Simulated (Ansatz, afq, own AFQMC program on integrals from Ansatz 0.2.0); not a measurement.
# AlO+ (triplet): AFQMC on the coupled-cluster ladder, cc-pVDZ, part 2 of 2

Ansatz 0.2.0, Gaussian basis, and an in-house AFQMC program (afq) on its integrals; all values are calculated; cc-pVDZ, frozen cores.

### Step 10. Phaseless AFQMC, CISD trial on UHF

It reads the integrals that the CCSD(T) run on this determinant wrote.

Launch:

```bash
$ afq ham --method phaseless --trial cisd --walkers 70 --populations 1 --least-time 40 --time-step 0.005 --steps-per-block 50 --equilibration-blocks 28 --max-blocks 300 --target-error 0.00034 --factor-cut 1e-05 --start spin_pure --seed 3777 --release-times 0.24,0.5,1,1.5 --release-step 0.02 --release-every 4 --taylor-order 6
```

The log of the run:

```text
orbitals 26  electrons 5 3  factors 178 of 309
reference energy -316.44238272 Eh
CCSD correlation -0.17531437 Eh in 12 cycles, weight of the determinant in the CISD state 0.9318
energy of the start -316.617559 Eh
 block  time / (1/Eh)  mean weight  energy / Eh
     1     0.250  0.9993  -316.617255
     2     0.500  0.9996  -316.618544
     3     0.750  0.9995  -316.618133
     4     1.000  0.9983  -316.620124
     5     1.250  1.0001  -316.618688
     6     1.500  1.0007  -316.619025
     7     1.750  1.0031  -316.619622
     8     2.000  0.9997  -316.618837
     9     2.250  0.9998  -316.618814
    10     2.500  0.9985  -316.618912
    17     4.250  0.9980  -316.620097
    25     6.250  0.9962  -316.619442
    33     8.250  1.0012  -316.629118
    41    10.250  1.0013  -316.619460
    49    12.250  0.9984  -316.619102
    57    14.250  1.0013  -316.623592
    65    16.250  1.0016  -316.622817
    73    18.250  1.0016  -316.618064
    81    20.250  1.0003  -316.620334
    89    22.250  0.9999  -316.622589
    97    24.250  0.9995  -316.627274
   105    26.250  1.0009  -316.621109
   113    28.250  0.9998  -316.622503
   121    30.250  1.0012  -316.617769
   129    32.250  1.0012  -316.620997
   137    34.250  1.0003  -316.660785
   145    36.250  1.0004  -316.624859
   153    38.250  0.9994  -316.620769
   161    40.250  1.0013  -316.620701
   169    42.250  1.0026  -316.621909
   177    44.250  1.0007  -316.620486
   185    46.250  0.9999  -316.618801
   193    48.250  0.9986  -316.624100
   201    50.250  0.9992  -316.625036
   209    52.250  0.9994  -316.620135
   217    54.250  1.0030  -316.622343
   225    56.250  0.9991  -316.626232
   233    58.250  1.0011  -316.626641
   241    60.250  1.0002  -316.624392
   249    62.250  0.9953  -316.619752
   257    64.250  0.9957  -316.623634
   265    66.250  1.0020  -316.622988
   273    68.250  0.9995  -316.632768
   281    70.250  0.9980  -316.621900
   289    72.250  1.0010  -316.629215
   297    74.250  1.0020  -316.624587
   305    76.250  1.0025  -316.621274
   313    78.250  0.9984  -316.616205
   321    80.250  1.0025  -316.618755
blocks merged  error / Eh  count
     1  0.000257  300
     2  0.000307  150
     4  0.000339  75
     8  0.000410  37
    16  0.000480  18
    32  0.000463  9
released: time / (1/Eh)  energy / Eh  error  mean overlap
  0.24  -316.622544  0.000407  1.0030
  0.50  -316.622511  0.000459  0.9933
  1.00  -316.622279  0.000306  1.0084
  1.50  -316.622942  0.000407  0.9848
energy -316.622661 +/- 0.000480 Eh
```

Wall time 80 s (1 thread of AMD EPYC 9R45, shared host).

Energy -8615.7415 ± 0.0131 eV. Caveats: constraint bias not in the error.

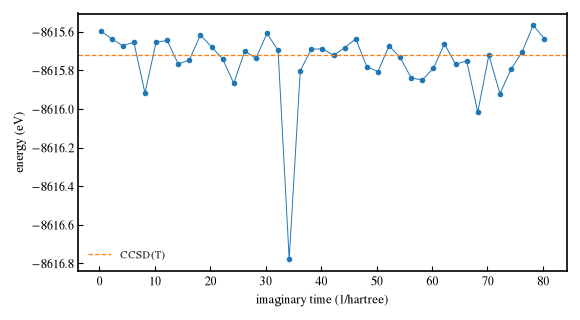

Block energies along the walk.

### Step 11. Phaseless AFQMC, single-determinant trial on UHF

It reads the integrals that the CCSD(T) run on this determinant wrote.

Launch:

```bash
$ afq ham --method phaseless --trial hf --walkers 140 --populations 1 --least-time 40 --time-step 0.005 --steps-per-block 20 --equilibration-blocks 112 --max-blocks 600 --target-error 0.00102 --factor-cut 1e-05 --start spin_pure --seed 4992 --taylor-order 6
```

The log of the run:

```text
orbitals 26  electrons 5 3  factors 178 of 309
reference energy -316.44238272 Eh
CCSD correlation -0.17531437 Eh in 12 cycles, weight of the determinant in the CISD state 0.9318
energy of the start -316.442658 Eh
 block  time / (1/Eh)  mean weight  energy / Eh
     1     0.100  1.0013  -316.493336
     2     0.200  1.0010  -316.534580
     3     0.300  1.0002  -316.548305
     4     0.400  1.0015  -316.562679
     5     0.500  0.9996  -316.570150
     6     0.600  1.0010  -316.583327
     7     0.700  1.0019  -316.589153
     8     0.800  1.0028  -316.599880
     9     0.900  0.9994  -316.608686
    10     1.000  0.9996  -316.613742
    18     1.800  1.0000  -316.631123
    35     3.500  1.0026  -316.607900
    52     5.200  0.9997  -316.620008
    69     6.900  1.0007  -316.669303
    86     8.600  0.9992  -316.609808
   103    10.300  1.0004  -316.609777
   120    12.000  1.0002  -316.624663
   137    13.700  1.0001  -316.605633
   154    15.400  1.0000  -316.616242
   171    17.100  0.9990  -316.606446
   188    18.800  1.0021  -316.650495
   205    20.500  1.0005  -316.646591
   222    22.200  1.0003  -316.633756
   239    23.900  1.0011  -316.632531
   256    25.600  0.9996  -316.606361
   273    27.300  1.0013  -316.610307
   290    29.000  1.0016  -316.654971
   307    30.700  1.0005  -316.621972
   324    32.400  0.9995  -316.605311
   341    34.100  0.9998  -316.609876
   358    35.800  1.0017  -316.625695
   375    37.500  1.0013  -316.637659
   392    39.200  0.9983  -316.597944
   409    40.900  1.0014  -316.614319
   426    42.600  0.9992  -316.634762
   443    44.300  0.9987  -316.599224
   460    46.000  1.0016  -316.642401
   477    47.700  0.9999  -316.634553
   494    49.400  1.0008  -316.611206
   511    51.100  1.0011  -316.618295
   528    52.800  0.9992  -316.637839
   545    54.500  0.9986  -316.610223
   562    56.200  1.0004  -316.641085
   579    57.900  1.0005  -316.619351
   596    59.600  0.9977  -316.619200
   613    61.300  0.9991  -316.634726
   630    63.000  1.0006  -316.590957
   647    64.700  0.9980  -316.640345
   664    66.400  1.0013  -316.663103
   681    68.100  1.0008  -316.632936
   698    69.800  0.9985  -316.623859
blocks merged  error / Eh  count
     1  0.000693  600
     2  0.000890  300
     4  0.001119  150
     8  0.001346  75
    16  0.001641  37
    32  0.001686  18
    64  0.001806  9
energy -316.621255 +/- 0.001686 Eh
```

Run time: 61 s. Hardware: 1 thread of AMD EPYC 9R45, shared host.

Energy -8615.7033 ± 0.0459 eV. Caveats: constraint bias not in the error; error above the target.

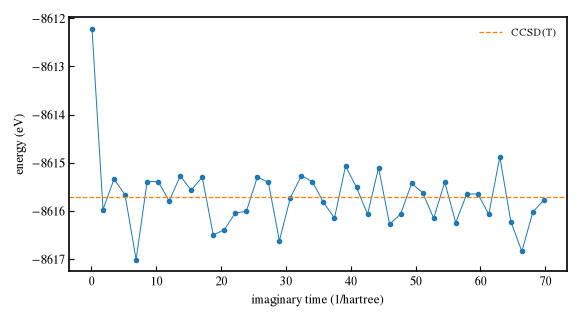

Block energies along the walk.

### Step 12. Free-projection AFQMC, CISD trial on UHF

It reads the integrals that the CCSD(T) run on this determinant wrote.

Launch:

```bash
$ afq ham --method free --trial cisd --walkers 70 --time-step 0.03 --max-blocks 80 --target-error 0.00034 --factor-cut 1e-05 --seed 1109 --times 0,0.3,0.6,1.2,1.8,2.4,3.6,4.8,6 --taylor-order 8
```

The log of the run:

```text
orbitals 26  electrons 5 3  factors 178 of 309
reference energy -316.44238272 Eh
CCSD correlation -0.17531437 Eh in 12 cycles, weight of the determinant in the CISD state 0.9318
repeat  energy at the last time / Eh  error
    10  -316.620164  0.000907
    20  -316.622211  0.000906
    30  -316.622355  0.000865
    40  -316.622836  0.000761
    50  -316.622893  0.000712
    60  -316.622843  0.000653
    70  -316.623019  0.000595
    80  -316.623047  0.000622
time / (1/Eh)  energy / Eh  error  mean overlap
  0.00  -316.617825  0.000129  1.0736
  0.30  -316.620703  0.000133  1.0751
  0.60  -316.621936  0.000176  1.0732
  1.20  -316.622276  0.000184  1.0825
  1.80  -316.622631  0.000227  1.0838
  2.40  -316.622643  0.000259  1.0915
  3.60  -316.623227  0.000371  1.1195
  4.80  -316.622331  0.000494  1.1390
  6.00  -316.623047  0.000622  1.1198
energy -316.623047 +/- 0.000622 Eh
```

Run time: 60 s. Hardware: 1 thread of AMD EPYC 9R45, shared host.

Energy -8615.7520 ± 0.0169 eV. Caveats: remainder of the start not in the error; error above the target.

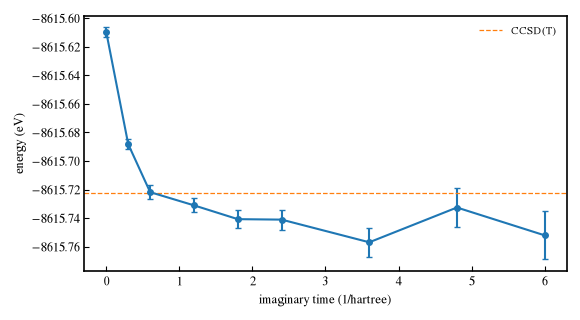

Energy against projection time, with error bars.

### Step 13. Phaseless AFQMC, first-order trial on UHF (settings varied)

It reads the integrals that the CCSD(T) run on this determinant wrote.

Launch:

```bash
$ afq ham --method phaseless --trial mp1 --walkers 10 --populations 1 --least-time 40 --time-step 0.0025 --steps-per-block 25 --equilibration-blocks 48 --max-blocks 960 --target-error 0.00068 --factor-cut 1e-05 --start spin_pure --seed 8991 --taylor-order 6
```

The log of the run:

```text
orbitals 26  electrons 5 3  factors 178 of 309
reference energy -316.44238272 Eh
CCSD correlation -0.17531437 Eh in 12 cycles, weight of the determinant in the CISD state 0.9318
energy of the start -316.604638 Eh
 block  time / (1/Eh)  mean weight  energy / Eh
     1     0.062  1.0014  -316.605188
     2     0.125  1.0021  -316.606310
     3     0.188  1.0012  -316.607583
     4     0.250  1.0009  -316.608859
     5     0.312  0.9970  -316.608781
     6     0.375  0.9963  -316.609837
     7     0.438  1.0020  -316.611705
     8     0.500  1.0005  -316.613034
     9     0.562  1.0001  -316.610783
    10     0.625  1.0025  -316.612318
    26     1.625  0.9993  -316.614385
    51     3.188  0.9994  -316.623786
    76     4.750  1.0015  -316.624288
   101     6.312  1.0027  -316.615746
   126     7.875  1.0017  -316.602541
   151     9.438  1.0017  -316.614121
   176    11.000  1.0001  -316.617432
   201    12.563  0.9997  -316.630049
   226    14.125  1.0006  -316.619854
   251    15.688  1.0025  -316.615972
   276    17.250  1.0008  -316.621145
   301    18.812  1.0011  -316.621245
   326    20.375  1.0002  -316.629121
   351    21.938  0.9989  -316.622163
   376    23.500  0.9980  -316.613585
   401    25.062  0.9986  -316.609027
   426    26.625  0.9976  -316.626101
   451    28.188  0.9992  -316.630678
   476    29.750  1.0011  -316.618746
   501    31.312  0.9991  -316.626686
   526    32.875  0.9989  -316.617377
   551    34.438  1.0013  -316.627948
   576    36.000  1.0000  -316.642701
   601    37.562  1.0002  -316.624954
   626    39.125  0.9984  -316.636261
   651    40.688  0.9992  -316.626521
   676    42.250  1.0008  -316.606424
   701    43.812  0.9996  -316.633641
   726    45.375  1.0003  -316.632131
   751    46.938  1.0010  -316.622761
   776    48.500  1.0024  -316.627591
   801    50.062  1.0017  -316.630996
   826    51.625  1.0007  -316.631265
   851    53.188  1.0047  -316.621970
   876    54.750  0.9988  -316.618620
   901    56.312  1.0015  -316.622757
   926    57.875  0.9985  -316.625709
   951    59.438  1.0005  -316.612526
   976    61.000  0.9960  -316.615932
  1001    62.562  0.9998  -316.624052
blocks merged  error / Eh  count
     1  0.000319  960
     2  0.000424  480
     4  0.000555  240
     8  0.000720  120
    16  0.000921  60
    32  0.001138  30
    64  0.001434  15
energy -316.623508 +/- 0.001138 Eh
```

Wall time 19 s (1 thread of AMD EPYC 9R45, shared host).

Energy -8615.7646 ± 0.0310 eV. Caveats: constraint bias not in the error; error above the target. The error still grows with block length (0.0251 to 0.0390 eV), so the bar may be too small.

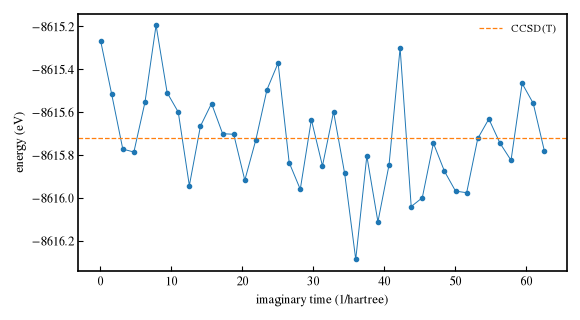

Block energies along the walk.

### Step 14. All levels side by side

On the UHF determinant, counted from CCSDT(Q) (a yardstick, not exact):

```tsv
level	energy (eV)	from CCSDT(Q) (kJ/mol)	statistical error (kJ/mol)	time
HF	-8610.8359	+474.6		
MP2	-8615.2200	+51.5		
CCSD	-8615.6065	+14.3		
CCSD(T)	-8615.7222	+3.1		
CCSDT(Q)	-8615.7543	0.0		
Phaseless AFQMC, CISD trial, step 0.005, 70 walkers	-8615.7415	+1.2	1.3	80 s
Phaseless AFQMC, single-determinant trial, step 0.005, 140 walkers	-8615.7033	+4.9	4.4	61 s
Free-projection AFQMC, CISD trial, step 0.03, 70 walkers	-8615.7520	+0.2	1.6	60 s
Phaseless AFQMC, first-order trial, step 0.0025, 10 walkers	-8615.7646	-1.0	3.0	19 s
```

The functionals' totals stand on their own zeros and serve differences with other points: PBE -8626.555 eV; r2SCAN -8630.772 eV; PBE0 -8627.185 eV; B3LYP -8632.980 eV; wB97M-V -8631.653 eV; B2PLYP -8627.741 eV.

### Step 15. Outcome

What follows sums up all 2 parts.

```
                                                      quantity              value
                                  CCSD(T) on UHF from CCSDT(Q)        +3.1 kJ/mol
              Phaseless AFQMC, CISD trial on UHF from CCSDT(Q)  +1.2 ± 1.3 kJ/mol
Phaseless AFQMC, single-determinant trial on UHF from CCSDT(Q)  +4.9 ± 4.4 kJ/mol
        Free-projection AFQMC, CISD trial on UHF from CCSDT(Q)  +0.2 ± 1.6 kJ/mol
```

In words: On UHF the phaseless walk with the CISD trial lies +1.2 kJ/mol from CCSDT(Q), within three error bars. Free projection has no constraint; at the last time it gives +0.2 ± 1.6 kJ/mol, and from a start that isn't spin pure other spins can mix in. Error bars are statistical and leave out the constraint, the time step and what remains of the start.
